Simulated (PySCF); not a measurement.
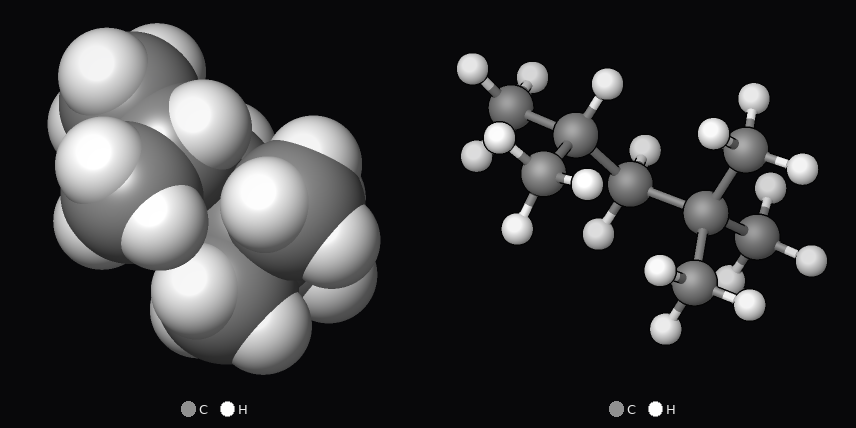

Two views of one molecule.

The geometry was computed by an optimisation with PBE0-D3(BJ)/def2-SVP. No frequency run is at hand to confirm it as a minimum.

Description:

The molecule is C8H18. As SMILES it reads `CC(C)CC(C)(C)C`. It has no ring. The point group is C1. Coordination: 8 C tetrahedral.

The parts below concern this one geometry. Atoms keep their numbers from picture to picture.

Shape

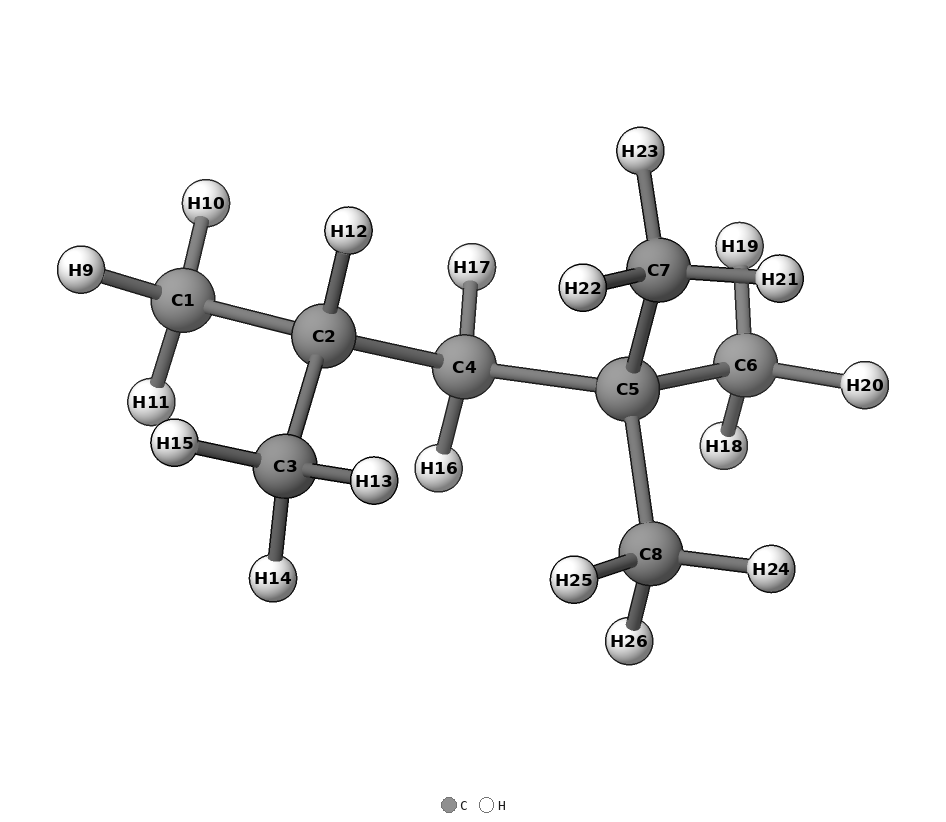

Atoms carry their numbers in the input. No frequency run is at hand to confirm it as a minimum.

Give the bond lengths. Leave out bonds to hydrogen.

```json
{"bond": "C1–C2", "length (Å)": "1.528", "order": "single"}
{"bond": "C2–C3", "length (Å)": "1.526", "order": "single"}
{"bond": "C2–C4", "length (Å)": "1.533", "order": "single"}
{"bond": "C4–C5", "length (Å)": "1.546", "order": "single"}
{"bond": "C5–C6", "length (Å)": "1.534", "order": "single"}
{"bond": "C5–C7", "length (Å)": "1.530", "order": "single"}
{"bond": "C5–C8", "length (Å)": "1.533", "order": "single"}
```

Electronic properties

No frequency run is at hand to confirm it as a minimum. Method: PBE0/pcSseg-1 in water (IEF-PCM) (PySCF 2.14.0).

Computed properties:

- dipole moment: 0.18 D
- HOMO energy (Kohn–Sham orbital): −8.32 eV
- LUMO energy (Kohn–Sham orbital): 1.41 eV
- HOMO–LUMO gap: 9.74 eV

NMR shielding

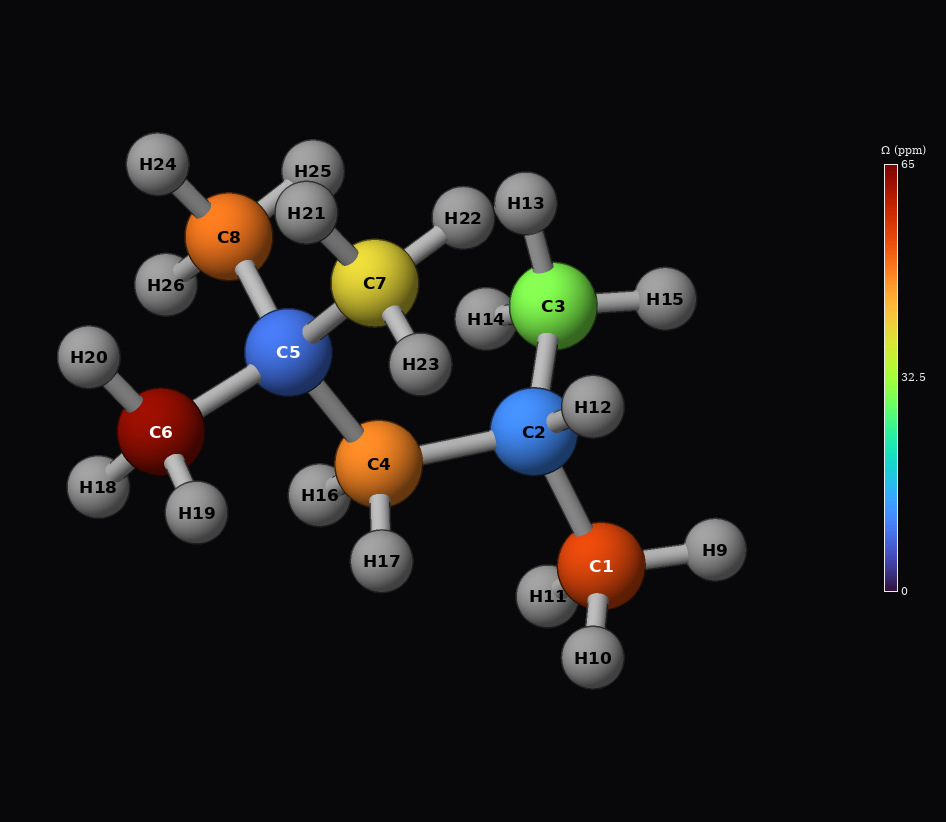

The C atoms are coloured by the span of their shielding tensor. No frequency run is at hand to confirm it as a minimum. Level of theory: GIAO PBE0/pcSseg-1 NMR shielding, non-relativistic, IEF-PCM water (PySCF 2.14.0). Principal shieldings σ11 ≤ σ22 ≤ σ33, span Ω = σ33 − σ11, skew κ = 3(σiso − σ22)/Ω.

> Which C atom has the most anisotropic shielding?

C6, with a span of 62 ppm.

Give the shielding tensors of the C atoms.

| atom | σ11 | σ22 | σ33 | σiso | Ω | κ |
| --- | --- | --- | --- | --- | --- | --- |
| C1 | 133.5 | 151.3 | 187.2 | 157.3 | 53.7 | 0.34 |
| C2 | 151.0 | 156.1 | 162.8 | 156.6 | 11.8 | 0.14 |
| C3 | 149.6 | 154.2 | 179.7 | 161.2 | 30.1 | 0.70 |
| C4 | 111.6 | 122.6 | 159.5 | 131.2 | 47.9 | 0.54 |
| C5 | 150.5 | 151.5 | 160.0 | 154.0 | 9.5 | 0.79 |
| C6 | 122.7 | 136.5 | 185.0 | 148.1 | 62.2 | 0.56 |
| C7 | 143.0 | 147.9 | 182.6 | 157.8 | 39.7 | 0.75 |
| C8 | 134.3 | 143.7 | 183.6 | 153.9 | 49.2 | 0.62 |

Shieldings and span in ppm.

Charges

The questions are on Mulliken charges. No frequency run is at hand to confirm it as a minimum. Method: PBE0/pcSseg-1 in dichloromethane (IEF-PCM) (PySCF 2.14.0).

List the Mulliken charges.

```tsv
atom	value (e)
C1	−0.23
C2	−0.38
C3	−0.24
C4	−0.07
C5	−0.59
C6	−0.18
C7	−0.18
C8	−0.17
H9	0.12
H10	0.12
H11	0.11
H12	0.12
H13	0.13
H14	0.11
H15	0.12
H16	0.10
H17	0.11
H18	0.11
H19	0.11
H20	0.11
H21	0.11
H22	0.12
H23	0.11
H24	0.11
H25	0.11
H26	0.11
```

Mulliken values depend strongly on the basis set and can even reverse the polarity of a bond.
